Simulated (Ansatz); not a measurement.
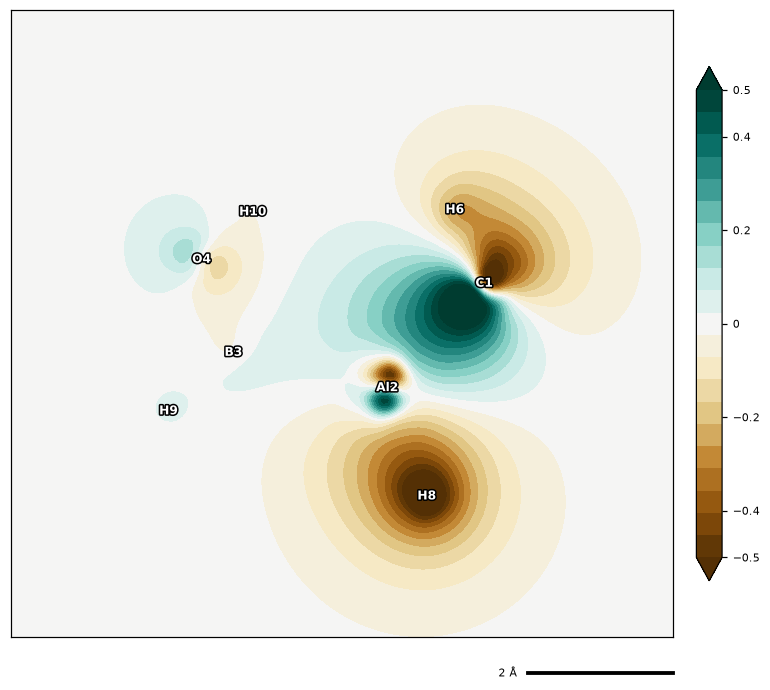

CH6AlBO (SMILES [CH3][AlH][BH]O). The HOMO−1 on the plane of atoms B3, O4 and H10 (values in Å⁻³ᐟ²; the overall sign is arbitrary).

Geometry: PBE0-D4/def2-TZVP.

All numbers below come from Ansatz, RKS PBE0-D4/def2-TZVPP.

```yaml
atoms:
  - { symbol: C, position_ang: [-1.5646, 0.5299, -0.2996] }
  - { symbol: Al, position_ang: [0.2590, 0.1651, -0.9321] }
  - { symbol: B, position_ang: [1.7556, -0.6187, 0.4336] }
  - { symbol: O, position_ang: [1.4676, -0.8816, 1.7337] }
  - { symbol: H, position_ang: [-2.2894, -0.0673, -0.8651] }
  - { symbol: H, position_ang: [-1.7354, 0.3303, 0.7620] }
  - { symbol: H, position_ang: [-1.8303, 1.5773, -0.4828] }
  - { symbol: H, position_ang: [0.5630, 0.4683, -2.4694] }
  - { symbol: H, position_ang: [2.8990, -0.8643, 0.1437] }
  - { symbol: H, position_ang: [0.5585, -0.6903, 1.9789] }
```

Question: Describe this orbital and give its energy.

Answer: By Hirshfeld shares it lies mainly on C1 (about 30 %), H8 (about 30 %) and Al2 (about 30 %). Its energy is −8.03 eV.
